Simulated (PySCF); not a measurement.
# C5H13PSi: a tour of settings

Aim: see how C5H13PSi (`C[C@@H]1CC[Si@H](P)C1`) answers to the choice of functional, basis, grid and SCF options.

Computed with PySCF 2.14.0, with density-fitted response routines of our own, on a single molecule, in the gas phase or a continuum. Atoms are numbered from 0 throughout.

### 1 The molecule as given

20 atoms, charge 0, multiplicity 1; geometry from: GFN2-xTB.

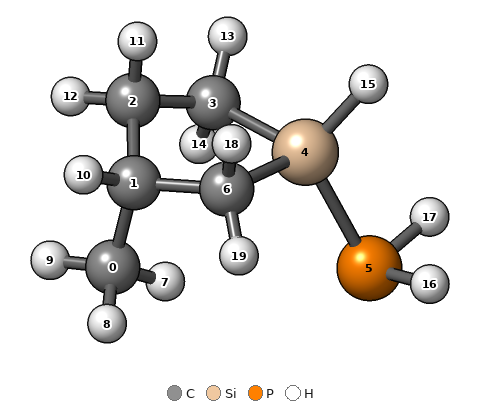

The starting geometry (carbon grey, silicon light orange, phosphorus orange, hydrogen white), atoms numbered.

### 2 Shielding tensors: PBE0/pcSseg-1

Job settings and geometry (Å):

```
{"job": {"kind": "nmr", "xc": "PBE0", "basis": "pcSseg-1"}, "charge": 0, "multiplicity": 1}
C     -1.534400    -1.009214    -0.739729
C     -1.296287    -0.160468     0.505388
C     -1.062244     1.309729     0.146591
C      0.297883     1.463519    -0.533606
Si     1.405250     0.209457     0.380982
P      2.442445    -1.153691    -1.071973
C     -0.054887    -0.653144     1.256657
H     -0.635770    -1.052145    -1.352414
H     -1.799530    -2.026937    -0.459692
H     -2.345853    -0.598892    -1.337942
H     -2.182314    -0.235451     1.147334
H     -1.062487     1.893326     1.069760
H     -1.868128     1.687644    -0.485772
H      0.645958     2.491827    -0.463565
H      0.221087     1.226457    -1.594780
H      2.305529     0.859535     1.352769
H      3.120888    -1.857372    -0.093836
H      3.511682    -0.302302    -1.280477
H     -0.105396    -0.340455     2.299262
H     -0.008573    -1.740743     1.252007
```

Method: GIAO PBE0/pcSseg-1 NMR shielding, non-relativistic, gas phase.

Command:

```sh
> OMP_NUM_THREADS=1 python probes_run.py task.json out
```

The driver reads the jobs from task.json and runs them one after another.

Output:

```text
coarse grid: 16744 points
cycle   1  E = -828.5681774854  dE =  5.889e-01  |g| = 4.720e-01  |ddm| = 3.895e+00
cycle   2  E = -828.5340431650  dE =  3.413e-02  |g| = 5.964e-01  |ddm| = 1.020e+00
cycle   3  E = -828.6284645743  dE = -9.442e-02  |g| = 5.363e-02  |ddm| = 6.412e-01
cycle   4  E = -828.6290829198  dE = -6.183e-04  |g| = 2.130e-02  |ddm| = 8.597e-02
cycle   5  E = -828.6291870919  dE = -1.042e-04  |g| = 4.599e-03  |ddm| = 2.516e-02
cycle   6  E = -828.6291924555  dE = -5.364e-06  |g| = 9.690e-04  |ddm| = 6.726e-03
final grid: 149728 points
cycle   7  E = -828.6724343031  dE = -4.949e-05  |g| = 9.105e-03  |ddm| = 4.106e-02
cycle   8  E = -828.6724189861  dE =  1.532e-05  |g| = 1.189e-02  |ddm| = 2.006e-02
cycle   9  E = -828.6724561492  dE = -3.716e-05  |g| = 7.399e-04  |ddm| = 1.211e-02
cycle  10  E = -828.6724562707  dE = -1.215e-07  |g| = 2.284e-04  |ddm| = 1.130e-03
cycle  11  E = -828.6724562834  dE = -1.265e-08  |g| = 4.303e-05  |ddm| = 2.301e-04
cycle  12  E = -828.6724562837  dE = -3.720e-10  |g| = 1.400e-05  |ddm| = 6.342e-05
converged SCF energy = -828.6724562837

GIAO shielding tensors (ppm)
atom      isotropic    diamagn.    paramagn.     s11        s22        s33       span
  0 C      162.912     248.647     -85.735    139.194    162.857    186.684     47.490
  1 C      148.728     248.066     -99.338    129.697    153.806    162.681     32.984
  2 C      148.547     248.614    -100.067    124.878    149.297    171.467     46.589
  3 C      176.011     252.203     -76.192    159.955    175.544    192.534     32.579
  4 Si     356.872     880.003    -523.131    304.002    377.095    389.519     85.517
  5 P      615.434     966.856    -351.422    561.067    614.345    670.889    109.822
  6 C      165.377     252.162     -86.785    150.464    155.986    189.681     39.217
  7 H       30.396      31.044      -0.648     24.932     32.119     34.138      9.206
  8 H       30.688      30.423       0.265     26.573     27.809     37.681     11.108
  9 H       30.955      30.452       0.504     26.133     27.981     38.753     12.620
 10 H       29.300      32.079      -2.779     25.401     25.877     36.623     11.223
 11 H       30.192      31.908      -1.716     25.045     28.008     37.523     12.478
 12 H       29.805      31.296      -1.491     24.771     27.494     37.151     12.381
 13 H       30.643      30.505       0.137     25.369     27.996     38.564     13.195
 14 H       30.846      31.633      -0.787     27.144     28.318     37.076      9.932
 15 H       26.756      29.753      -2.998     22.787     24.620     32.860     10.073
 16 H       30.524      29.077       1.448     24.812     27.572     39.189     14.377
 17 H       30.451      28.827       1.623     24.728     27.282     39.342     14.614
 18 H       30.618      31.872      -1.254     25.230     27.712     38.912     13.682
 19 H       31.107      32.281      -1.175     27.499     28.823     36.998      9.499
```

It took 54 s on 1 thread of Arm Neoverse N1, shared host; peak memory 0.9 GiB.

The references, computed at this level on geometries of the same kind, shield at (ppm): 1H TMS 31.72, 13C TMS 186.9, 29Si TMS 349.2, 31P H3PO4 318.4. Their shielding less the atom's gives the shift. The references are single molecules in the gas phase, so shifts against H2O, NH3, PH3, H3PO4 or CFCl3 are not on the usual liquid scales and can be off by tens of ppm. Atoms listed in one row are averaged.

```csv
atoms,environment,σ (ppm),δ (ppm),δ scaled to CDCl3
C2,sp3 CH2 in a ring,148.5,38.4,35.5
C1,sp3 CH in a ring,148.7,38.2,35.4
C0,methyl carbon,162.9,24.0,21.5
C6,sp3 CH2 bonded to Si,165.4,21.5,19.1
C3,sp3 CH2 bonded to Si,176.0,10.9,8.7
H15,"hydrogen on a silicon bonded to 2 C, P, in a 5-membered ring",26.76,4.96,–
H10,hydrogen on an sp3 CH in a ring,29.30,2.42,2.38
H12,hydrogen on an sp3 CH2 in a ring,29.81,1.91,1.91
H11,hydrogen on an sp3 CH2 in a ring,30.19,1.53,1.54
"H16, H17",hydrogen on a phosphorus bonded to Si,30.49,1.23,–
H18,hydrogen on an sp3 CH2 bonded to Si,30.62,1.10,1.14
H13,hydrogen on an sp3 CH2 bonded to Si,30.64,1.07,1.12
"H7, H8, H9",hydrogen on a methyl carbon,30.68,1.04,1.08
H14,hydrogen on an sp3 CH2 bonded to Si,30.85,0.87,0.93
H19,hydrogen on an sp3 CH2 bonded to Si,31.11,0.61,0.68
Si4,"silicon bonded to 2 C, P, H, in a 5-membered ring",356.9,-7.7,–
P5,"phosphorus bonded to Si, 2 H",615.4,-297.1,–
```

The scaled column applies a straight-line fit of computed shieldings to shifts measured in CDCl3 (root-mean-square error 0.16 ppm for H, 1.9 ppm for C).

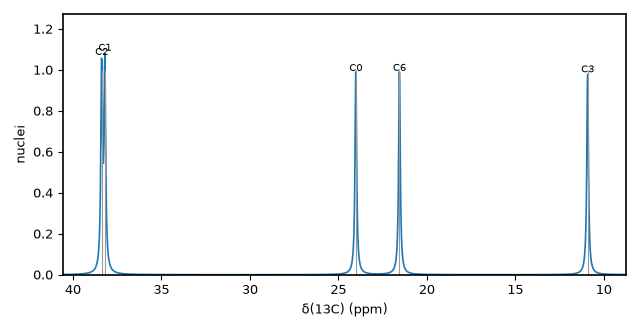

13C lines at the computed shifts, without couplings. Lines are broadened to a width of 0.11 ppm (Lorentzian).

Charges from the same density, by scheme (e):

```csv
atoms,Mulliken,IAO,Hirshfeld,ESP fit
C0,-0.22,-0.42,-0.12,-0.37
C1,-0.35,-0.09,-0.02,0.38
C2,-0.17,-0.25,-0.07,-0.19
C3,-0.50,-0.54,-0.16,-0.09
Si4,0.53,0.70,0.31,0.43
P5,-0.20,-0.11,-0.02,-0.36
C6,-0.45,-0.54,-0.16,-0.40
```

Mulliken charges:

C0 -0.22; C1 -0.35; C2 -0.17; C3 -0.50; Si4 0.53; P5 -0.20; C6 -0.45; H7 0.13; H8 0.11; H9 0.11; H10 0.12; H11 0.12; H12 0.12; H13 0.14; H14 0.15; H15 -0.04; H16 0.06; H17 0.06; H18 0.14; H19 0.14

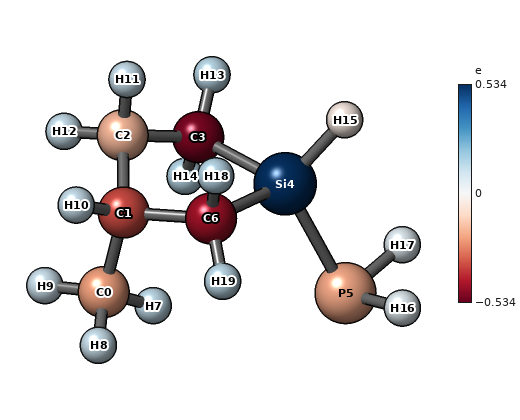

Mulliken charges, as colours on the atoms.

Mayer bond orders: C0–C1 1.02, C1–C2 1.01, C2–C3 1.02, C3–Si4 0.91, Si4–P5 1.07, Si4–C6 0.92, C6–C1 1.00.

Ring of atoms C1, C2, C3, Si4, C6: NICS(0) -5.6, NICS(1) -4.1, NICS(1)zz -4.6 ppm (means of both faces).

### 3 TDDFT and polarisability: PBE0/def2-SVPD

The job, as its differences from that of step 2:

```diff
@@ -1,2 +1,2 @@
-{"job": {"kind": "nmr", "xc": "PBE0", "basis": "pcSseg-1"}, "charge": 0, "multiplicity": 1}
+{"job": {"kind": "uv", "xc": "PBE0", "basis": "def2-SVPD", "nstates": 6, "ntriplets": 2}, "charge": 0, "multiplicity": 1}
 C     -1.534400    -1.009214    -0.739729
```

Level: TDDFT PBE0/def2-SVPD, vertical, gas phase, core orbitals frozen in the response.

Output:

```text
coarse grid: 16744 points
cycle   1  E = -828.2424491911  dE =  5.318e-01  |g| = 4.509e-01  |ddm| = 6.307e+00
cycle   2  E = -828.2080993133  dE =  3.435e-02  |g| = 5.784e-01  |ddm| = 1.503e+00
cycle   3  E = -828.2993499318  dE = -9.125e-02  |g| = 5.452e-02  |ddm| = 8.746e-01
cycle   4  E = -828.3000471364  dE = -6.972e-04  |g| = 2.136e-02  |ddm| = 1.738e-01
cycle   5  E = -828.3001604603  dE = -1.133e-04  |g| = 4.980e-03  |ddm| = 4.571e-02
cycle   6  E = -828.3001674489  dE = -6.989e-06  |g| = 6.987e-04  |ddm| = 1.353e-02
final grid: 149728 points
cycle   7  E = -828.4034713039  dE = -6.110e-05  |g| = 8.819e-03  |ddm| = 1.890e-01
cycle   8  E = -828.4034558675  dE =  1.544e-05  |g| = 1.161e-02  |ddm| = 3.276e-02
cycle   9  E = -828.4034925801  dE = -3.671e-05  |g| = 7.773e-04  |ddm| = 1.775e-02
cycle  10  E = -828.4034927310  dE = -1.509e-07  |g| = 2.269e-04  |ddm| = 2.445e-03
cycle  11  E = -828.4034927448  dE = -1.383e-08  |g| = 4.648e-05  |ddm| = 5.916e-04
cycle  12  E = -828.4034927454  dE = -5.348e-10  |g| = 1.306e-05  |ddm| = 1.614e-04
converged SCF energy = -828.4034927454

Static polarisability (au): isotropic 110.063, principal 98.399 104.853 126.938

Singlet excitations
state   eV       nm        f      main configurations
  1   6.5076    190.5   0.00751   H->L+1 0.84, H->L 0.08
  2   6.7414    183.9   0.02879   H->L 0.58, H->L+2 0.27, H->L+1 0.12
  3   6.9930    177.3   0.21873   H->L+2 0.66, H->L 0.25
  4   7.1772    172.7   0.01364   H->L+3 0.85
  5   7.2782    170.4   0.00346   H-1->L 0.91
  6   7.4020    167.5   0.02461   H-2->L 0.87

Triplet excitations (Tamm-Dancoff, eV): 5.6176 5.7619
```

It took 84 s on 1 thread of Arm Neoverse N1, shared host; peak memory 1.1 GiB.

The orbitals next to the gap, with their largest atomic shares:

```csv
orbital,eV,atoms
HOMO−3,-9.02,"C2 19 %, C0 18 %, C1 17 %"
HOMO−2,-8.19,"C3 19 %, Si4 19 %, P5 15 %"
HOMO−1,-8.11,"C6 28 %, Si4 21 %, C3 15 %"
HOMO,-7.34,"P5 63 %, Si4 15 %, H16 6 %"
LUMO,0.33,"Si4 20 %, P5 19 %, H15 8 %"
LUMO+1,0.61,"P5 33 %, Si4 14 %, H16 12 %"
LUMO+2,0.78,"P5 28 %, Si4 23 %, H17 13 %"
```

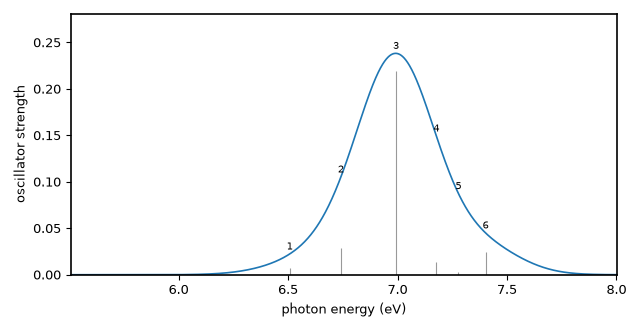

Absorption spectrum from the 6 singlet states computed; above the last one it falls off for lack of states. Lines are broadened to a width of 0.40 eV (Gaussian).

Ground-state properties from the same run:

```csv
property,computed
dipole moment (D),0.89
polarisability (Å³),16.31
HOMO–LUMO gap (eV),7.67
−ε(HOMO) (eV),7.34
```

[end of part 1 of 3]
